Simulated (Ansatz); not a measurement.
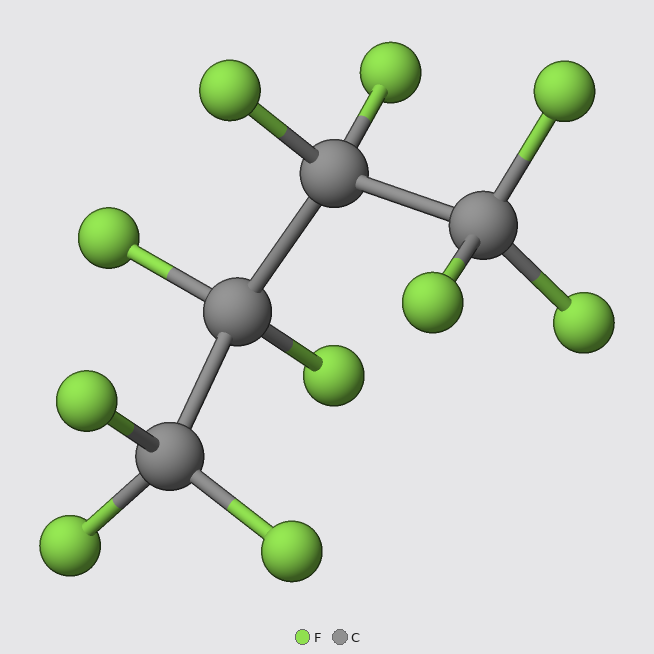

Harmonic vibrations computed with RKS PBE0-D4/def2-TZVP (Ansatz 0.2.0) at a stationary point of the same level.

> Minimum or transition state?

A minimum: no imaginary frequency, and the lowest mode lies at 51 cm⁻¹.

> How many vibrational modes are there, and where do they lie?

36 modes: 51, 53, 96, 128, 165, 217, 225, 255, 291, 305, 320, 335, 370, 378, 432, 487, 532, 554, 594, 596, 659, 672, 750, 780, 977, 1088, 1177, 1215, 1218, 1246, 1254, 1269, 1282, 1304, 1365, 1369 cm⁻¹.
